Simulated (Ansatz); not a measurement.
The parent structure is SiO2 in the rutile structure (space group P4_2/mnm, No. 136; a = 4.236 Å, c = 2.690 Å).

One thing is altered: 0.145 holes added to each cell, a density of 3.0×10^21 cm⁻³, with a uniform compensating background at fixed cell and a 300 K Fermi–Dirac width.

All numbers come from PBE/PAW in Ansatz (a program for electronic structure), scalar-relativistic without spin-orbit coupling.

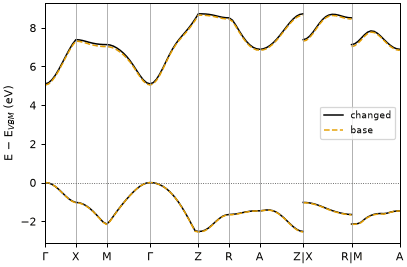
*Highest valence and lowest conduction band along the path, each from its own valence-band maximum*

The gap is 5.10 eV, direct at Γ; the base has 5.04 eV.

Charged cell with a jellium background: band edges are those of the host's band count, energies are not comparable with the neutral cell, and many-body gap narrowing is missing. Stability against distortions was not tested.
